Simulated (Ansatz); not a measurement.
```yaml
atoms:
  - { symbol: S, position_ang: [0.1316, 1.3289, 1.7474] }
  - { symbol: Zr, position_ang: [-0.4292, -0.3501, 0.0994] }
  - { symbol: S, position_ang: [0.1210, 0.5330, -2.0919] }
  - { symbol: S, position_ang: [1.0301, -2.2117, 0.5965] }
  - { symbol: Cl, position_ang: [-2.6790, -0.9469, 0.2073] }
  - { symbol: H, position_ang: [-0.9438, 2.0554, 1.3738] }
  - { symbol: H, position_ang: [0.9342, 1.4381, -1.5105] }
  - { symbol: H, position_ang: [1.8351, -1.8467, -0.4219] }
```

Geometry: PBE0-D4/def2-TZVP; core potentials replace the inner electrons of Zr.

Method: Ansatz, RKS PBE0-D4/def2-TZVPP.

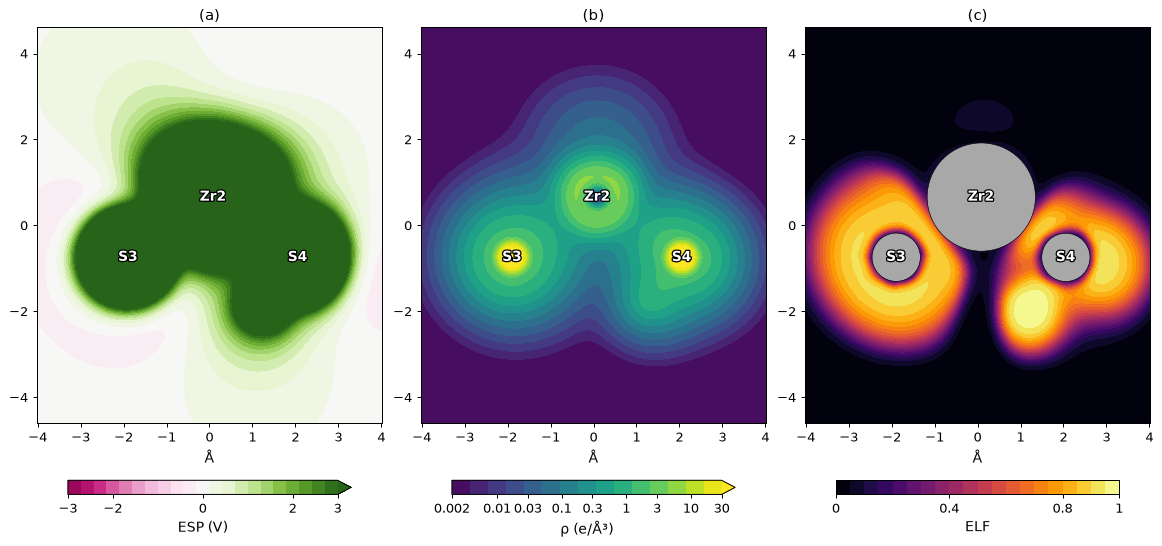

ClH3S3Zr (SMILES [SH][Zr]([SH])([SH])[Cl]). (a) electrostatic potential; (b) electron density; (c) ELF on the plane of atoms S3, Zr2 and S4. Grey discs cover the atomic cores in the ELF map.

**Read the bonding off the picture.**

- The section cuts through Zr and S sites.
- Zr–S (2.42 Å): ρ at the midpoint is about 0.61 e/Å³; the ELF peaks at about 0.85 in the valence shell of S, 0.9 Å from its nucleus, and is about 0.50 at the midpoint.
- The potential has no marked negative region in this plane.
